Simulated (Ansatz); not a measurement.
**CH7N3Si (SMILES NC1(N)N[SiH2]1): levels of theory compared**

We compute a comparison of 4 runs (HF/def2-TZVP, B3LYP/6-31G*, SVWN5/6-311G**) of CH7N3Si. 

The calculation is run with Ansatz 0.2.0.

**1. The system as given**

CH7N3Si has 12 atoms, charge 0, and is taken as a singlet. As SMILES, `NC1(N)N[SiH2]1`. The coordinates come from a PBE0-D4/def2-TZVP relaxation. This is one conformer, not always the lowest.

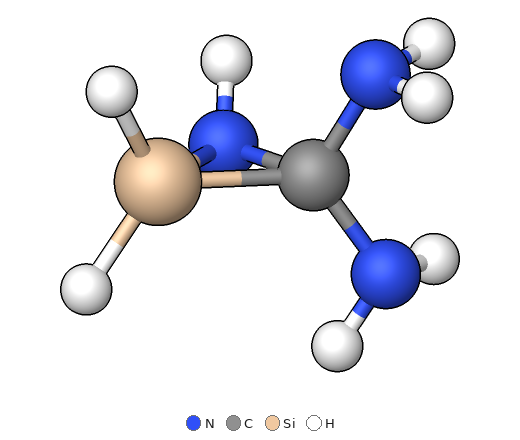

Viewed from a chosen angle; nitrogen blue, carbon grey, silicon light orange, hydrogen white.

**2. Energy and gradient at HF/def2-TZVP (run 1)**

Input file in.yaml:

```yaml
crystal:
  periodic: [false, false, false]
  atoms:
    - {symbol: N, position_ang: [-0.698000, 1.342500, -0.217500]}
    - {symbol: C, position_ang: [0.086900, 0.193800, 0.132500]}
    - {symbol: N, position_ang: [1.188300, 0.476900, 1.004500]}
    - {symbol: "N", position_ang: [0.362400, -0.683200, -1.043700]}
    - {symbol: Si, position_ang: [-0.791200, -1.425500, 0.017800]}
    - {symbol: H, position_ang: [-0.139900, 1.989200, -0.771300]}
    - {symbol: H, position_ang: [-0.967600, 1.834500, 0.625700]}
    - {symbol: H, position_ang: [1.613600, -0.376400, 1.344400]}
    - {symbol: H, position_ang: [1.910000, 0.982800, 0.494400]}
    - {symbol: H, position_ang: [0.087600, -0.290500, -1.935700]}
    - {symbol: H, position_ang: [-2.237500, -1.426600, -0.294800]}
    - {symbol: H, position_ang: [-0.338000, -2.672700, 0.677600]}
basis:
  gaussian: {orbitals: def2-TZVP}
hamiltonian: {xc: hf}
accuracy: high
output: {forces: true, orbitals: {seedname: orbitals}}
```

Run with:

```
$ ansatz run in.yaml --threads 1 --pin off --max-ram 2610MiB --events-out events.jsonl --progress --plain --runs-dir runs
```

Standard output:

```text
Warning: RAYON_NUM_THREADS=1 ignored (pool sized by the plan → 1); use --threads N
Functional definition: HF
  name "HF"
  exchange = exact_x
  correlation = 0
3814 factors; integrals over basis functions are off by at most 3.5e-9 eV
mean field evaluation 1: about -13443.9656 eV, gradient 4.8e1 eV
mean field evaluation 2: about -13444.2036 eV, gradient 4.8e1 eV
mean field evaluation 4: about -13449.5304 eV, gradient 4.7e0 eV
mean field evaluation 8: about -13449.6116 eV, gradient 3.7e-1 eV
mean field evaluation 16: about -13449.6123 eV, gradient 2.2e-8 eV
mean field -13449.61225154 eV, -494.2641337694 hartree, gradient 2.2e-8 eV, S^2 0.000000; 0 other end points of the search recorded, 0 dependent functions left out
the calculation of the forces begins
reference -13449.61225154 eV, -494.2641337694 hartree; 24, 24 occupied and 179, 179 virtual orbitals, 3814 factors
Total energy: -13449.61225154 eV, -494.2641337694 hartree
Atom 0 at    -0.698000     1.342500    -0.217500 Å, force     0.328529     0.727842     0.199997 eV/Å
Atom 1 at     0.086900     0.193800     0.132500 Å, force    -0.312678    -0.502933     0.177584 eV/Å
Atom 2 at     1.188300     0.476900     1.004500 Å, force     0.736378    -0.150733    -0.294232 eV/Å
Atom 3 at     0.362400    -0.683200    -1.043700 Å, force    -0.551755     0.171150    -0.338453 eV/Å
Atom 4 at    -0.791200    -1.425500     0.017800 Å, force     0.293848     0.267187    -0.222947 eV/Å
Atom 5 at    -0.139900     1.989200    -0.771300 Å, force    -0.361969    -0.364735     0.342564 eV/Å
Atom 6 at    -0.967600     1.834500     0.625700 Å, force     0.146492    -0.294274    -0.545462 eV/Å
Atom 7 at     1.613600    -0.376400     1.344400 Å, force    -0.246442     0.570235    -0.221696 eV/Å
Atom 8 at     1.910000     0.982800     0.494400 Å, force    -0.414968    -0.319437     0.360709 eV/Å
Atom 9 at     0.087600    -0.290500    -1.935700 Å, force     0.258077    -0.246999     0.575407 eV/Å
Atom 10 at    -2.237500    -1.426600    -0.294800 Å, force     0.253654    -0.071634     0.038082 eV/Å
Atom 11 at    -0.338000    -2.672700     0.677600 Å, force    -0.129168     0.214332    -0.071554 eV/Å
Dipole moment:    -0.000940     0.026815    -0.042771 e Å
```

It took 45 s on 1 thread of Arm Neoverse V1, shared host; peak memory 1.1 GiB.

**3. Energy and gradient at B3LYP/6-31G(d) (spherical functions) (run 2)**

Input file input.yaml:

```yaml
crystal:
  periodic: [false, false, false]
  atoms:
    - {symbol: N, position_ang: [-0.698000, 1.342500, -0.217500]}
    - {symbol: C, position_ang: [0.086900, 0.193800, 0.132500]}
    - {symbol: "N", position_ang: [1.188300, 0.476900, 1.004500]}
    - {symbol: "N", position_ang: [0.362400, -0.683200, -1.043700]}
    - {symbol: Si, position_ang: [-0.791200, -1.425500, 0.017800]}
    - {symbol: H, position_ang: [-0.139900, 1.989200, -0.771300]}
    - {symbol: H, position_ang: [-0.967600, 1.834500, 0.625700]}
    - {symbol: H, position_ang: [1.613600, -0.376400, 1.344400]}
    - {symbol: H, position_ang: [1.910000, 0.982800, 0.494400]}
    - {symbol: H, position_ang: [0.087600, -0.290500, -1.935700]}
    - {symbol: H, position_ang: [-2.237500, -1.426600, -0.294800]}
    - {symbol: H, position_ang: [-0.338000, -2.672700, 0.677600]}
basis:
  gaussian: {orbitals: 6-31G_st_-spherical.json}
hamiltonian: {xc: {name: B3LYP}}
total_charge: 0
output: {forces: true, orbitals: {seedname: orbitals}}
accuracy: high
```

The basis set 6-31G* is read from a file made from the Basis Set Exchange's data (not shown).

Run with:

```
$ ansatz run input.yaml --threads 1 --pin off --max-ram 2610MiB --events-out events.jsonl --progress --plain --runs-dir runs
```

Standard output:

```text
Warning: RAYON_NUM_THREADS=1 ignored (pool sized by the plan → 1); use --threads N
Functional definition: B3LYP
  name "B3LYP"
  parameter a0 = 0.2
  parameter ax = 0.72
  parameter ac = 0.81
  exchange = (1 - a0 - ax)*slater_x + ax*b88_x + a0*exact_x
  correlation = (1 - ac)*vwn_rpa_c + ac*lyp_c
2188 factors; integrals over basis functions are off by at most 3.4e-9 eV
mean field evaluation 1: about -13484.9703 eV, gradient 7.4e1 eV
mean field evaluation 2: about -13465.4821 eV, gradient 1.1e2 eV
mean field evaluation 4: about -13496.5085 eV, gradient 7.2e0 eV
mean field evaluation 8: about -13496.9029 eV, gradient 9.8e-1 eV
mean field evaluation 16: about -13496.9057 eV, gradient 3.6e-4 eV
mean field -13496.90568013 eV, -496.0021352134 hartree, gradient 2.6e-8 eV, S^2 0.000000; 0 other end points of the search recorded, 0 dependent functions left out
the calculation of the forces begins
reference -13496.90571971 eV, -496.0021366679 hartree; 24, 24 occupied and 64, 64 virtual orbitals, 2188 factors
Total energy: -13496.90571971 eV, -496.0021366679 hartree
Atom 0 at    -0.698000     1.342500    -0.217500 Å, force    -0.384216     0.054315    -0.183648 eV/Å
Atom 1 at     0.086900     0.193800     0.132500 Å, force     0.055362     0.002662     0.031860 eV/Å
Atom 2 at     1.188300     0.476900     1.004500 Å, force    -0.000035     0.227928     0.390957 eV/Å
Atom 3 at     0.362400    -0.683200    -1.043700 Å, force     0.414302    -0.041556    -0.292427 eV/Å
Atom 4 at    -0.791200    -1.425500     0.017800 Å, force    -0.406986    -0.472365     0.238598 eV/Å
Atom 5 at    -0.139900     1.989200    -0.771300 Å, force     0.153132     0.183109    -0.100953 eV/Å
Atom 6 at    -0.967600     1.834500     0.625700 Å, force    -0.030385     0.132252     0.192634 eV/Å
Atom 7 at     1.613600    -0.376400     1.344400 Å, force     0.125088    -0.191710     0.057510 eV/Å
Atom 8 at     1.910000     0.982800     0.494400 Å, force     0.193398     0.077328    -0.139761 eV/Å
Atom 9 at     0.087600    -0.290500    -1.935700 Å, force    -0.043778     0.085766    -0.239952 eV/Å
Atom 10 at    -2.237500    -1.426600    -0.294800 Å, force    -0.052691    -0.015848     0.029287 eV/Å
Atom 11 at    -0.338000    -2.672700     0.677600 Å, force    -0.023192    -0.041881     0.015896 eV/Å
Dipole moment:     0.065633     0.135653    -0.070294 e Å
```

It took 17 s on 1 thread of Arm Neoverse V1, shared host; peak memory 0.34 GiB.

Run 3 isn't shown in full; the table further down has it.

**4. Energy and gradient at SVWN5/6-311G(d,p) (run 4)**

Edit in.yaml of step 2 so:

```diff
@@ -6,3 +6,3 @@
     - {symbol: N, position_ang: [1.188300, 0.476900, 1.004500]}
-    - {symbol: "N", position_ang: [0.362400, -0.683200, -1.043700]}
+    - {symbol: N, position_ang: [0.362400, -0.683200, -1.043700]}
     - {symbol: Si, position_ang: [-0.791200, -1.425500, 0.017800]}
@@ -16,4 +16,4 @@
 basis:
-  gaussian: {orbitals: def2-TZVP}
-hamiltonian: {xc: hf}
+  gaussian: {orbitals: 6-311G_st__st_-spherical.json}
+hamiltonian: {xc: {name: SVWN5}}
 accuracy: high
```

The basis set 6-311G** is read from a file made from the Basis Set Exchange's data (not shown).

Run with:

```
$ ansatz run in.yaml --threads 1 --pin off --max-ram 2610MiB --events-out events.jsonl --progress --plain --runs-dir runs
```

Standard output:

```text
Warning: RAYON_NUM_THREADS=1 ignored (pool sized by the plan → 1); use --threads N
Functional definition: SVWN5
  name "SVWN5"
  exchange = slater_x
  correlation = vwn5_c
2889 factors; integrals over basis functions are off by at most 2.4e-8 eV
mean field evaluation 1: about -13403.1785 eV, gradient 9.5e1 eV
mean field evaluation 2: about -13277.8785 eV, gradient 2.1e2 eV
mean field evaluation 4: about -13420.1413 eV, gradient 2.3e1 eV
mean field evaluation 8: about -13421.3435 eV, gradient 4.6e-1 eV
mean field evaluation 16: about -13421.3332 eV, gradient 5.0e-5 eV
mean field -13421.33319454 eV, -493.2248975931 hartree, gradient 7.4e-8 eV, S^2 0.000000; 0 other end points of the search recorded, 0 dependent functions left out
the calculation of the forces begins
reference -13421.33319889 eV, -493.2248977530 hartree; 24, 24 occupied and 116, 116 virtual orbitals, 2889 factors
Total energy: -13421.33319889 eV, -493.2248977530 hartree
Atom 0 at    -0.698000     1.342500    -0.217500 Å, force    -0.057309    -0.742872    -0.084558 eV/Å
Atom 1 at     0.086900     0.193800     0.132500 Å, force     0.297344     0.338686    -0.169866 eV/Å
Atom 2 at     1.188300     0.476900     1.004500 Å, force    -0.773703     0.088376    -0.012340 eV/Å
Atom 3 at     0.362400    -0.683200    -1.043700 Å, force     0.253821     0.076911     0.513734 eV/Å
Atom 4 at    -0.791200    -1.425500     0.017800 Å, force    -0.093520    -0.149862     0.093415 eV/Å
Atom 5 at    -0.139900     1.989200    -0.771300 Å, force     0.288967     0.287474    -0.315294 eV/Å
Atom 6 at    -0.967600     1.834500     0.625700 Å, force    -0.146589     0.217156     0.460568 eV/Å
Atom 7 at     1.613600    -0.376400     1.344400 Å, force     0.182339    -0.458262     0.216761 eV/Å
Atom 8 at     1.910000     0.982800     0.494400 Å, force     0.331131     0.277290    -0.301760 eV/Å
Atom 9 at     0.087600    -0.290500    -1.935700 Å, force    -0.120489     0.200586    -0.481741 eV/Å
Atom 10 at    -2.237500    -1.426600    -0.294800 Å, force    -0.255889     0.062762    -0.016063 eV/Å
Atom 11 at    -0.338000    -2.672700     0.677600 Å, force     0.093899    -0.198245     0.097143 eV/Å
Dipole moment:     0.074798     0.155194    -0.072903 e Å
```

Wall time 17 s (1 thread of Arm Neoverse V1, shared host); peak memory 0.47 GiB.

**5. The series**

```
run                               level  Cartesian functions  energy (Eh)  dipole moment (D)  HOMO energy (eV)  LUMO energy (eV)  wall time
  1                        HF/def2-TZVP                   no  -494.264134               0.24             -9.44              2.71       45 s
  2  B3LYP/6-31G* (spherical functions)                   no  -496.002137               0.80             -6.10              0.04       17 s
  3  B3LYP/6-31G* (Cartesian functions)                  yes  -496.007859               0.79             -6.10              0.04       17 s
  4                      SVWN5/6-311G**                   no  -493.224898               0.90             -5.27             -1.03       17 s
```

**6. Summary of results**

| quantity | value |
| --- | --- |
| run 4: total energy | -493.22490 Eh |
| run 4: dipole moment | 0.90 D |
| run 4: HOMO energy | -5.27 eV |
| run 4: LUMO energy | -1.03 eV |
| run 4: HOMO–LUMO gap | 4.25 eV |
| run 4: largest force on an atom | 0.779 eV/Å |

What this shows: The dipole moment (its size) runs from 0.24 D (HF/def2-TZVP) to 0.90 D (SVWN5/6-311G**). The two ends differ in method and basis. The HOMO–LUMO gap runs from 4.25 eV (SVWN5/6-311G**) to 12.15 eV (HF/def2-TZVP). Totals of different functionals can't be ranked against each other. All runs together took 96 s, the longest 45 s.
